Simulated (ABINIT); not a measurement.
Band structure of Be2C (Fm-3m, 3 atoms in the cell).

```xyz
3
Lattice="0.0000 2.1568 2.1568 2.1568 0.0000 2.1568 2.1568 2.1568 0.0000" Properties=species:S:1:pos:R:3 pbc="T T T"
Be     3.2353     3.2353     3.2353
Be     1.0784     1.0784     1.0784
C      0.0000     0.0000     0.0000
```

Method: PBE, norm-conserving pseudopotentials (PseudoDojo nc-sr-05 PBE standard) (plane waves; ABINIT).

Settings: pseudos = [Be.upf, C.upf]; ecut = 44 Ha; ixc = 11; occopt = 3; tsmear = 0.00036749 Ha; ngkpt = 7 7 7; nshiftk = 1; shiftk = 0 0 0; potentials = PseudoDojo nc-sr-05 PBE standard; kptopt = 1; nstep = 80; toldfe1 = 1e-09 Ha; ndtset = 2.

The starting cell comes from a database of computed structures (which also holds hypothetical and non-ambient phases and stackings), without a prior relaxation at this level. Its lattice was rescaled by a random factor within 2.5 % of one.

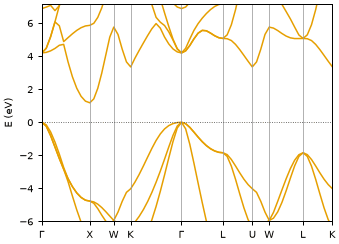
Bands along the path, energies from the top of the valence band on the SCF mesh.

Task: Read off roughly the gap and where its edges lie.

Result: The gap along the path is about 1.2 eV (computed: 1.18 eV), from Γ to X; the smallest direct gap on it is 4.19 eV.

Levels in eV from the top of the valence band on the SCF mesh, bands 3 to 10:
```
point       3      4      5      6     7     8      9     10
-----  ------  -----  -----  -----  ----  ----  -----  -----
Γ      -15.11   0.00   0.00   0.00  4.19  4.19   4.19   6.88
X      -11.47  -6.80  -4.77  -4.77  1.18  5.86  13.38  13.38
W      -11.14  -6.31  -5.93  -5.93  5.75  8.24   9.68   9.68
K      -11.31  -6.90  -6.32  -4.02  3.35  8.42  11.68  11.69
L      -12.22  -8.78  -1.84  -1.84  5.07  5.07   7.16   9.89
U      -11.31  -6.90  -6.32  -4.02  3.35  8.42  11.68  11.69
```
